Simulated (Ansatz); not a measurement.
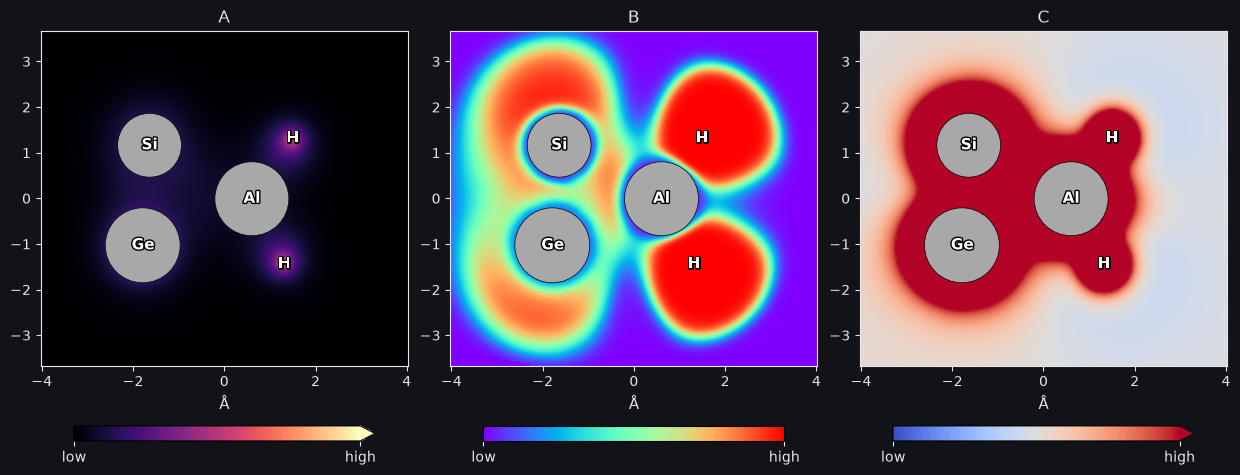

AlGeH$_{2}$Si (doublet): 3 fields on the molecular plane, with unlabelled colour scales. Grey discs cover the atomic cores.

Geometry: r2SCAN-D4/def2-SVP.

Method: isolated molecule in a Gaussian basis; Kohn-Sham density functional theory, functional PBE0 (Ansatz).

### Which field does each panel show? The fields are: electron density, electron localisation function and electrostatic potential.

Panel A: electron density. Panel B: electron localisation function. Panel C: electrostatic potential (strongly positive close to the atoms and fading to about zero outside). From the grid: Si–Ge (2.20 Å): ρ at the midpoint is about 0.57 e/Å³; the ELF peaks at about 0.65 in the valence shell of Si, 1.0 Å from its nucleus, and is about 0.60 at the midpoint. Al–Si (2.53 Å): ρ at the midpoint is about 0.36 e/Å³, with its minimum of 0.32 e/Å³ about 0.9 Å from Al; the ELF peaks at about 0.80 in the valence shell of Si, 1.2 Å from its nucleus, and is about 0.80 at the midpoint.
